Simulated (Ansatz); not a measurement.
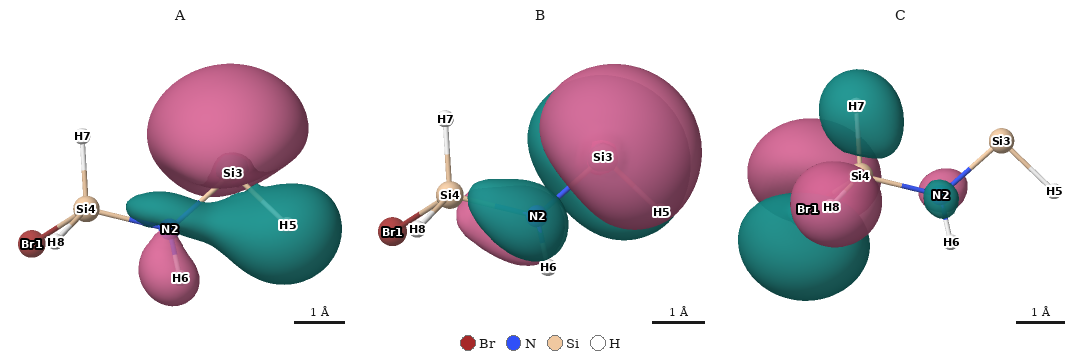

*BrH4NSi2 (SMILES [SiH]N[SiH2]Br). Three frontier orbitals at ±0.08 Å⁻³ᐟ² (teal and pink are the two phases), in no order.*

Geometry: PBE0-D3(BJ)/def2-SVP.

Computed with isolated molecule in a Gaussian basis; Kohn-Sham density functional theory, functional PBE0 (Ansatz 0.2.0).

Input file:

```
crystal:
  periodic: [false, false, false]
  atoms:
    - {symbol: Br, position_ang: [-0.009058, 0.301646, 0.192368]}
    - {symbol: N, position_ang: [0.482269, 2.451772, -2.244438]}
    - {symbol: Si, position_ang: [-0.701980, 3.190167, -3.293370]}
    - {symbol: Si, position_ang: [0.369996, 2.386472, -0.505493]}
    - {symbol: H, position_ang: [0.047391, 2.842877, -4.591605]}
    - {symbol: H, position_ang: [1.293617, 1.988856, -2.652464]}
    - {symbol: H, position_ang: [-0.776509, 3.240597, -0.105476]}
    - {symbol: H, position_ang: [1.649039, 2.808413, 0.125773]}
basis:
  gaussian: {orbitals: def2-TZVPD}
hamiltonian: {xc: {name: PBE0}}
output: {forces: true, orbitals: {seedname: orbitals}}
```

Launched as:

```sh
ansatz run input.yaml --threads 2 --pin off --max-ram 4350MiB --events-out events.jsonl --progress --plain --runs-dir runs
```

Q: Order the three orbitals by energy and name them.

A: C is the HOMO−1 (−8.49 eV). It lies mainly on Br1 (about 75 %), Si4 (about 10 %) and H8 (about 5 %); largely a lone pair of Br1. A is the HOMO (−6.75 eV). Its weight (Hirshfeld) is mainly on Si3 (about 75 %) and H5 (about 15 %). B is the LUMO (−2.13 eV). It lies mainly on Si3 (about 80 %) and N2 (about 10 %).

Q: What is the HOMO–LUMO gap?

A: 4.62 eV between the orbital energies.
